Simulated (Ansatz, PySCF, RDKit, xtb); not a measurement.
# GaNO2: a search for the lowest isomer, part 2 of 2

Only the formula GaNO2 is given. Aim: find the structure of lowest free energy at 298.15 K, then its properties.

xtb, Ansatz and PySCF; isolated molecules. Earlier steps stand in the parts before.

**12. Density, orbitals and dipole (PBE0/def2-TZVPD)**

The input, input.yaml:

```yaml
crystal:
  periodic: [false, false, false]
  atoms:
    - {symbol: Ga, position_ang: [-0.065384, -0.623187, 2.109021]}
    - {symbol: "N", position_ang: [-1.343567, -2.908289, 2.175376]}
    - {symbol: O, position_ang: [-0.088971, -2.810689, 2.167970]}
    - {symbol: O, position_ang: [-1.917157, -1.788511, 2.147877]}
basis:
  gaussian:
    orbitals: def2-TZVPD
magnetization:
  spin_polarized: false
  initial_magnetization: 0
hamiltonian:
  xc: {name: PBE0}
output: {forces: true, orbitals: {seedname: orbitals}}
```

Run with:

```console
$ ansatz run input.yaml --threads 1 --pin off --max-ram 2610MiB --events-out events.jsonl --progress --plain --runs-dir runs
```

What it wrote, cut to the lines that bear on the results:

```text
Warning: RAYON_NUM_THREADS=1 ignored (pool sized by the plan → 1); use --threads N
Functional definition: PBE0
  name "PBE0"
[...]
971 factors; their error is unknown
[...]
mean field -57949.88508046 eV, -2129.6189968639 hartree, gradient 2.1e-5 eV, S^2 0.000000; 0 other end points of the search recorded, 0 dependent functions left out
[...]
reference -57949.88511645 eV, -2129.6189981865 hartree; 27, 27 occupied and 144, 144 virtual orbitals, 971 factors
Total energy: -57949.88511645 eV, -2129.6189981865 hartree
Atom 0 at    -0.065384    -0.623187     2.109021 Å, force    -0.058329    -0.104428     0.003105 eV/Å
Atom 1 at    -1.343567    -2.908289     2.175376 Å, force     0.335879     0.600802    -0.017064 eV/Å
Atom 2 at    -0.088971    -2.810689     2.167970 Å, force    -0.636488     0.030241     0.001506 eV/Å
Atom 3 at    -1.917157    -1.788511     2.147877 Å, force     0.358938    -0.526614     0.012454 eV/Å
Dipole moment:     0.264633     0.473124    -0.013711 e Å
```

Wall time 5.4 s (1 thread of Arm Neoverse V2, shared host).

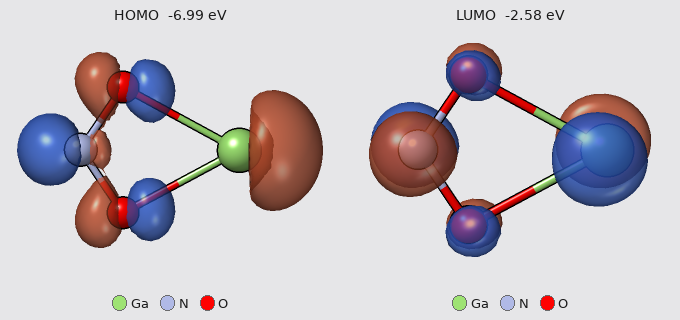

Frontier orbitals of this run, surfaces at ±0.2 Å^-3/2.

**13. Frequencies after a tight-binding relaxation (GFN2-xTB)**

The input, start.xyz:

```xyz
4
c108a
Ga    -0.065384    -0.623187     2.109021
N     -1.343567    -2.908289     2.175376
O     -0.088971    -2.810689     2.167970
O     -1.917157    -1.788511     2.147877
```

Run with:

```console
$ xtb start.xyz --gfn 2 --ohess tight
```

What it wrote, cut to the lines that bear on the results:

```text
* xtb version 6.7.1
[...]
          :  # basis functions                  22          :
[...]
          :  # electrons                        20          :
[...]
          :  Hamiltonian                  GFN2-xTB          :
[...]
          :  net charge                          0          :
          :  unpaired electrons                  0          :
[...]
   *** convergence criteria satisfied after 10 iterations ***
[...]
   *** GEOMETRY OPTIMIZATION CONVERGED AFTER 14 ITERATIONS ***
[...]
   *** convergence criteria satisfied after 3 iterations ***
[...]
         ::                     SUMMARY                     ::
         :::::::::::::::::::::::::::::::::::::::::::::::::::::
         :: total energy             -12.226628247714 Eh    ::
         :: gradient norm              0.000298163890 Eh/a0 ::
         :: HOMO-LUMO gap              1.883336099862 eV    ::
         ::.................................................::
         :: SCC energy               -12.250253069586 Eh    ::
         :: -> isotropic ES            0.034232046132 Eh    ::
         :: -> anisotropic ES          0.004049669465 Eh    ::
         :: -> anisotropic XC          0.005600282717 Eh    ::
         :: -> dispersion             -0.001934412685 Eh    ::
         :: repulsion energy           0.023624821872 Eh    ::
         :: add. restraining           0.000000000000 Eh    ::
         :: total charge              -0.000000000000 e     ::
         :::::::::::::::::::::::::::::::::::::::::::::::::::::
[...]
        10        2.0000           -0.3815422             -10.3823 (HOMO)
        11                         -0.3123309              -8.4990 (LUMO)
[...]
     #   Z          covCN         q      C6AA      α(0)
     1  31          1.355     0.395   253.129    38.326
     2   7          2.092     0.226    18.008     6.295
     3   8          1.480    -0.311    19.342     5.929
     4   8          1.480    -0.311    19.342     5.929
[...]
molecular dipole:
                 x           y           z       tot (Debye)
 q only:        0.568       1.011      -0.270
   full:        0.736       1.314      -0.142       3.845
molecular quadrupole (traceless):
[...]
          | TOTAL ENERGY              -12.226628247714 Eh   |
          | TOTAL ENTHALPY            -12.211767359056 Eh   |
          | TOTAL FREE ENERGY         -12.245674331481 Eh   |
          | GRADIENT NORM               0.000298133190 Eh/α |
[...]
```

It took 0.07 s on 1 thread of Arm Neoverse V2, shared host.

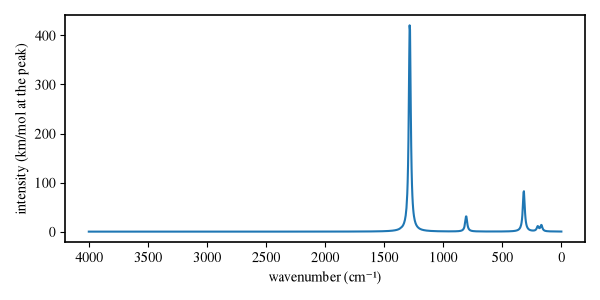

Harmonic infrared spectrum, unscaled, lines broadened by 10 cm⁻¹.

**14. Electronic excitations (TD-CAM-B3LYP/def2-SVPD)**

An in-house driver calls PySCF's response routines at TD-CAM-B3LYP/def2-SVPD; it has no typed input.

What it wrote:

```text
coarse grid: 22896 points
cycle   1  E = -2129.4750379948  dE =  2.362e-02  |g| = 1.024e+00  |ddm| = 2.314e+00
cycle   2  E = -2129.2453666681  dE =  2.297e-01  |g| = 1.573e+00  |ddm| = 1.732e+00
cycle   3  E = -2129.6593968838  dE = -4.140e-01  |g| = 9.571e-02  |ddm| = 9.894e-01
cycle   4  E = -2129.6605539202  dE = -1.157e-03  |g| = 4.875e-02  |ddm| = 1.321e-01
cycle   5  E = -2129.6608436333  dE = -2.897e-04  |g| = 6.951e-03  |ddm| = 3.603e-02
cycle   6  E = -2129.6608538436  dE = -1.021e-05  |g| = 1.326e-03  |ddm| = 9.227e-03
cycle   7  E = -2129.6608544174  dE = -5.738e-07  |g| = 6.195e-04  |ddm| = 2.930e-03
final grid: 46704 points
cycle   8  E = -2129.6608817901  dE = -7.861e-09  |g| = 7.375e-04  |ddm| = 1.796e-03
cycle   9  E = -2129.6608815964  dE =  1.937e-07  |g| = 1.270e-03  |ddm| = 1.344e-03
cycle  10  E = -2129.6608818936  dE = -2.973e-07  |g| = 1.909e-04  |ddm| = 8.843e-04
cycle  11  E = -2129.6608819010  dE = -7.361e-09  |g| = 1.918e-05  |ddm| = 1.621e-04
cycle  12  E = -2129.6608819011  dE = -8.049e-11  |g| = 1.564e-05  |ddm| = 3.131e-05
converged SCF energy = -2129.6608819011

Static polarisability (au): isotropic 46.841, principal 39.061 46.174 55.286

Singlet excitations
state   eV       nm        f      main configurations
  1   2.9141    425.5   0.01640   H->L 0.82, H->L+2 0.14
  2   4.4991    275.6   0.00000   H-1->L 0.76, H-1->L+2 0.24
  3   4.7525    260.9   0.05785   H->L+2 0.80, H->L 0.16
  4   4.9579    250.1   0.05399   H->L+1 0.90
  5   5.7213    216.7   0.06900   H-2->L 0.89
  6   6.5958    188.0   0.00000   H-1->L+2 0.74, H-1->L 0.23
  7   6.6942    185.2   0.02736   H-3->L 0.81, H-3->L+2 0.12
  8   6.7430    183.9   0.30619   H->L+3 0.92

Triplet excitations (Tamm-Dancoff, eV): 2.0363 3.4102 3.8909
```

Wall time 6 s (1 thread of Arm Neoverse V2, shared host).

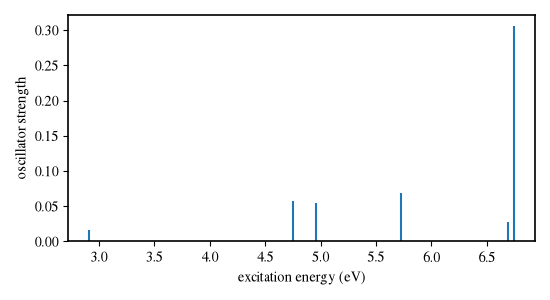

Vertical excitations as sticks.

The roots found:

```
excited state  energy (eV)  strength
            1        2.914    0.0164
            2        4.499    0.0000
            3        4.753    0.0578
            4        4.958    0.0540
            5        5.721    0.0690
            6        6.596    0.0000
            7        6.694    0.0274
            8        6.743    0.3062
```

**15. NMR shieldings (GIAO PBE0/pcSseg-1)**

An in-house driver calls PySCF's response routines at GIAO PBE0/pcSseg-1; it has no typed input.

What it wrote:

```text
coarse grid: 22896 points
cycle   1  E = -2129.1036737560  dE =  3.723e-02  |g| = 1.274e+00  |ddm| = 2.072e+00
cycle   2  E = -2128.6901888129  dE =  4.135e-01  |g| = 2.010e+00  |ddm| = 1.611e+00
cycle   3  E = -2129.2987571982  dE = -6.086e-01  |g| = 2.652e-01  |ddm| = 1.022e+00
cycle   4  E = -2129.3085738028  dE = -9.817e-03  |g| = 9.603e-02  |ddm| = 1.809e-01
cycle   5  E = -2129.3095973180  dE = -1.024e-03  |g| = 8.032e-03  |ddm| = 5.035e-02
cycle   6  E = -2129.3096061676  dE = -8.850e-06  |g| = 1.289e-03  |ddm| = 5.430e-03
final grid: 46704 points
cycle   7  E = -2129.3096187843  dE =  1.545e-07  |g| = 1.784e-03  |ddm| = 2.091e-03
cycle   8  E = -2129.3096176140  dE =  1.170e-06  |g| = 3.219e-03  |ddm| = 2.556e-03
cycle   9  E = -2129.3096191179  dE = -1.504e-06  |g| = 7.279e-04  |ddm| = 1.814e-03
cycle  10  E = -2129.3096192047  dE = -8.677e-08  |g| = 1.100e-04  |ddm| = 4.252e-04
cycle  11  E = -2129.3096192067  dE = -2.015e-09  |g| = 3.240e-05  |ddm| = 7.399e-05
cycle  12  E = -2129.3096192069  dE = -1.783e-10  |g| = 2.574e-06  |ddm| = 1.501e-05
converged SCF energy = -2129.3096192069

GIAO shielding tensors (ppm)
atom      isotropic    diamagn.    paramagn.     s11        s22        s33       span
  0 Ga    1877.045    2636.510    -759.465   1421.413   1767.908   2441.814   1020.401
  1 N     -455.445     294.708    -750.153  -1019.261   -320.367    -26.708    992.553
  2 O     -369.310     404.343    -773.653   -747.421   -449.441     88.932    836.353
  3 O     -369.261     401.985    -771.247   -747.364   -449.330     88.910    836.274
```

Run time: 3.9 s. Hardware: 1 thread of Arm Neoverse V2, shared host.

Isotropic shieldings (absolute, not shifts):

```
atoms  shielding (ppm)
  Ga1           1877.0
   N2           -455.4
   O3           -369.3
   O4           -369.3
```

**16. The cation at the same geometry (PBE0/def2-TZVPD)**

The input, input.yaml:

```yaml
basis:
  gaussian:
    orbitals: def2-TZVPD
crystal:
  periodic: [false, false, false]
  atoms:
    - symbol: Ga
      position_ang: [-0.065384, -0.623187, 2.109021]
    - symbol: "N"
      position_ang: [-1.343567, -2.908289, 2.175376]
    - symbol: O
      position_ang: [-0.088971, -2.810689, 2.167970]
    - symbol: O
      position_ang: [-1.917157, -1.788511, 2.147877]
total_charge: 1
magnetization:
  spin_polarized: true
  initial_magnetization: 1
hamiltonian:
  xc: pbe0
```

Run with:

```console
$ ansatz run input.yaml --threads 1 --pin off --max-ram 2610MiB --events-out events.jsonl --progress --plain --runs-dir runs
```

What it wrote:

```text
Warning: RAYON_NUM_THREADS=1 ignored (pool sized by the plan → 1); use --threads N
[... 2 set-up lines as earlier in the session ...]
  parameter a = 0.25
  parameter kappa = 0.804
  parameter beta = 0.06672455060314922
  exchange = (1 - a)*pbe_x(kappa = kappa, mu = beta*pi^2/3) + a*exact_x
  correlation = pbe_c(beta = beta)
971 factors; their error is unknown
mean field evaluation 1: about -57908.2817 eV, gradient 7.3e1 eV
mean field evaluation 2: about -57584.1222 eV, gradient 2.3e2 eV
mean field evaluation 4: about -57939.3889 eV, gradient 1.3e1 eV
mean field evaluation 8: about -57940.4501 eV, gradient 5.8e-1 eV
mean field evaluation 16: about -57940.6438 eV, gradient 4.9e-4 eV
mean field -57940.64382887 eV, -2129.2793871319 hartree, gradient 3.2e-5 eV, S^2 0.760854; 0 other end points of the search recorded, 0 dependent functions left out
reference -57940.64386339 eV, -2129.2793884005 hartree; 27, 26 occupied and 144, 145 virtual orbitals, 971 factors
Total energy: -57940.64386339 eV, -2129.2793884005 hartree
```

It took 10 s on 1 thread of Arm Neoverse V2, shared host.

Difference from the parent: 9.24 eV.

**17. The anion at the same geometry (PBE0/def2-TZVPD)**

input.yaml, as its differences from that of step 16:

```diff
@@ -8,3 +8,3 @@
       position_ang: [-0.065384, -0.623187, 2.109021]
-    - symbol: "N"
+    - symbol: N
       position_ang: [-1.343567, -2.908289, 2.175376]
@@ -14,3 +14,2 @@
       position_ang: [-1.917157, -1.788511, 2.147877]
-total_charge: 1
 magnetization:
@@ -20 +19,4 @@
   xc: pbe0
+scf:
+  lower_state_search: off
+total_charge: -1
```

Run with:

```console
$ ansatz run input.yaml --threads 1 --pin off --max-ram 2610MiB --events-out events.jsonl --progress --plain --runs-dir runs
```

What it wrote, cut to the lines that bear on the results:

```text
Warning: RAYON_NUM_THREADS=1 ignored (pool sized by the plan → 1); use --threads N
[... 2 set-up lines as earlier in the session ...]
[...]
971 factors; their error is unknown
[...]
mean field -57950.62056696 eV, -2129.6460254944 hartree, gradient 4.0e-6 eV, S^2 0.758806; 0 other end points of the search recorded, 0 dependent functions left out
reference -57950.62059774 eV, -2129.6460266256 hartree; 28, 27 occupied and 143, 144 virtual orbitals, 971 factors
Total energy: -57950.62059774 eV, -2129.6460266256 hartree
Checks for a lower state left out: stability, starts, cluster_reference, orbital_swaps, neighbouring_geometries, increment
```

It took 6 s on 1 thread of Arm Neoverse V2, shared host.

Parent less the species with the added electron: 0.74 eV.

**18. The triplet at the same geometry (PBE0/def2-TZVPD)**

input.yaml, as its differences from that of step 17:

```diff
@@ -1,4 +1 @@
-basis:
-  gaussian:
-    orbitals: def2-TZVPD
 crystal:
@@ -14,9 +11,9 @@
       position_ang: [-1.917157, -1.788511, 2.147877]
+basis:
+  gaussian:
+    orbitals: def2-TZVPD
 magnetization:
   spin_polarized: true
-  initial_magnetization: 1
+  initial_magnetization: 2
 hamiltonian:
   xc: pbe0
-scf:
-  lower_state_search: off
-total_charge: -1
```

Run with:

```console
$ ansatz run input.yaml --threads 1 --pin off --max-ram 2610MiB --events-out events.jsonl --progress --plain --runs-dir runs
```

What it wrote, cut to the lines that bear on the results:

```text
Warning: RAYON_NUM_THREADS=1 ignored (pool sized by the plan → 1); use --threads N
[... 7 set-up lines as earlier in the session ...]
971 factors; their error is unknown
mean field evaluation 1: about -57938.5694 eV, gradient 4.3e1 eV
mean field evaluation 2: about -57799.5449 eV, gradient 1.5e2 eV
mean field evaluation 4: about -57945.2276 eV, gradient 2.1e1 eV
mean field evaluation 8: about -57947.6475 eV, gradient 4.3e-1 eV
mean field evaluation 16: about -57947.8454 eV, gradient 3.0e-3 eV
mean field -57947.84543343 eV, -2129.5440412182 hartree, gradient 2.3e-5 eV, S^2 2.013251; 2 other end points of the search recorded, 0 dependent functions left out
reference -57947.84546791 eV, -2129.5440424852 hartree; 28, 26 occupied and 143, 145 virtual orbitals, 971 factors
Total energy: -57947.84546791 eV, -2129.5440424852 hartree
```

Run time: 11 s. Hardware: 1 thread of Arm Neoverse V2, shared host.

It lies 2.04 eV above the singlet.

**19. Stability of the closed-shell solution (PBE0/def2-SVP)**

The input, input.py:

```python
from pyscf import gto, dft

mol = gto.Mole()
mol.atom = 'Ga -0.065384 -0.623187 2.109021; N -1.343567 -2.908289 2.175376; O -0.088971 -2.810689 2.167970; O -1.917157 -1.788511 2.147877'
mol.basis = 'def2-svp'
mol.spin = 0
mol.max_memory = 1860
mol.verbose = 3
mol.build()

calc0 = dft.RKS(mol, xc='pbe0')
calc0 = calc0.density_fit(auxbasis='def2-universal-jkfit')
calc0.max_cycle = 100
calc0.grids.level = 3
calc0.kernel()
if not calc0.converged:
    calc0 = calc0.newton().run(calc0.mo_coeff, calc0.mo_occ)

etot = calc0.e_tot
print('E = %.10f Eh' % etot)
mo_i, mo_e, stable_i, stable_e = calc0.stability(internal=True, external=True, return_status=True)
print('stable: internal', stable_i, 'external', stable_e)
```

Run with:

```console
$ OMP_NUM_THREADS=1 python input.py
```

What it wrote:

```text
converged SCF energy = -2129.12458064079
E = -2129.1245806408 Eh
<class 'pyscf.df.df_jk.DFRKS'> wavefunction is stable in the internal stability analysis
<class 'pyscf.df.df_jk.DFRKS'> wavefunction is stable in the real -> complex stability analysis
<class 'pyscf.df.df_jk.DFRKS'> wavefunction is stable in the RHF/RKS -> UHF/UKS stability analysis
stable: internal True external True
```

Wall time 38 s (1 thread of Arm Neoverse V2, shared host).

**20. Summary of results**

This closing draws on all 2 parts.

| quantity | value |
| --- | --- |
| lowest structure found | [N]1[O][Ga][O]1 ‡, singlet, C2v |
| next finalist | [O][N]1[O][Ga]1 ‡, singlet, 5.6 kcal/mol higher in G |
| share at equilibrium, among the finalists | 100.0 % |
| funnel | 18 starts, 7 minima at GFN2-xTB, 6 screening runs, 3 relaxed, 3 ranked |
| CPU time of all runs | 11 min |
| harmonic wavenumbers, lowest and highest (r2SCAN-D4/def2-SVP) | 147 and 1363 cm⁻¹ |
| rotational constants, same geometry | 0.4803, 0.1287, 0.1015 cm⁻¹ |
| dipole moment (PBE0/def2-TZVPD) | 2.60 D |
| HOMO energy (PBE0/def2-TZVPD) | -6.99 eV |
| LUMO energy (PBE0/def2-TZVPD) | -2.58 eV |
| HOMO–LUMO gap (PBE0/def2-TZVPD) | 4.41 eV |
| lowest excitation (TD-CAM-B3LYP/def2-SVPD) | 2.91 eV (f = 0.016) |
| strongest of the states computed, same level | 6.74 eV (f = 0.306) |
| lowest triplet excitation, same level, Tamm-Dancoff | 2.04 eV |
| vertical ionisation energy | 9.24 eV |
| vertical electron affinity | 0.74 eV |
| vertical triplet less singlet | +2.04 eV |

`[N]1[O][Ga][O]1` ‡ comes out lowest. The margin of 5.6 kcal/mol over the next finalist is beyond the usual error of the last level; it says nothing of structures that weren't ranked. r2SCAN-D4/def2-SVP, r2SCAN-D4/def2-SVP, relaxed, HF/def2-TZVPP and MP2/def2-TZVPP already put its bonding pattern lowest among the structures in one piece; HF/STO-3G favours the triplet [N]1[O][Ga][O]1 ‡. The largest share of the time went into the final energies (28 %). A large T1 diagnostic among the finalists warns that one reference determinant may not suffice. It concerns: the winner; the finalist [O][N]1[O][Ga]1 ‡ (singlet). Lowest found is not proven lowest: the search is finite, and each finalist counts with one conformer. The lowest isomer need not be the one that is made and kept in a bottle, which depends on barriers.

‡ marks the bonded skeleton alone, with all bonds drawn single: no Lewis structure was assigned that passes a check against the bond lengths.
